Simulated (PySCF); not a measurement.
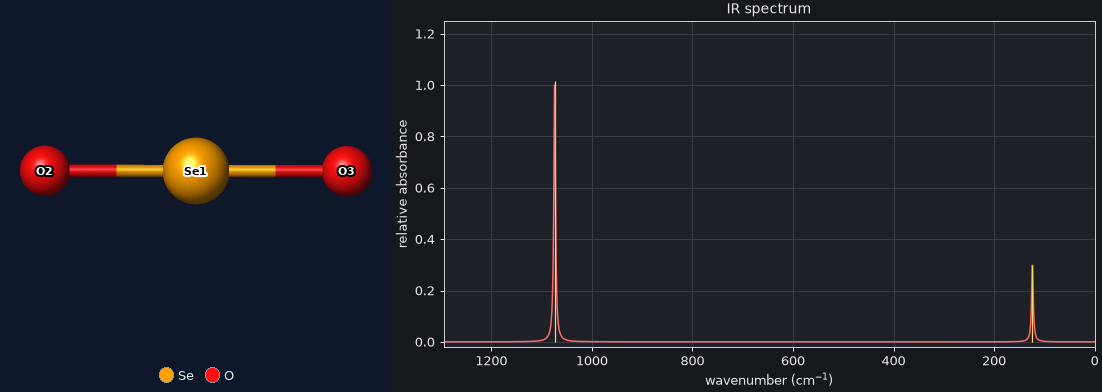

Infrared spectrum of SeO₂²⁺, singlet (point group D∞h). Unscaled harmonic wavenumbers and double-harmonic intensities, PBE/def2-TZVP, PySCF 2.14.0, isolated molecule. The structure is the lowest of the points that a search from linear and bent starts found. Degenerate modes count as one line, with their intensities summed. Lorentzian lines of 4 cm⁻¹ full width. Close modes add up in the curve.

Q: Which modes are missing from the spectrum (below 0.05 km/mol)?

A: 905.2 cm⁻¹ (σg+).

Q: List the modes.

A:
| cm⁻¹ | km/mol | symmetry |
| --- | --- | --- |
| 123.7 | 1.7 | πu (×2) |
| 905.2 | 0.0 | σg+ |
| 1074.0 | 5.7 | σu+ |

Caveats: no scalar relativity.
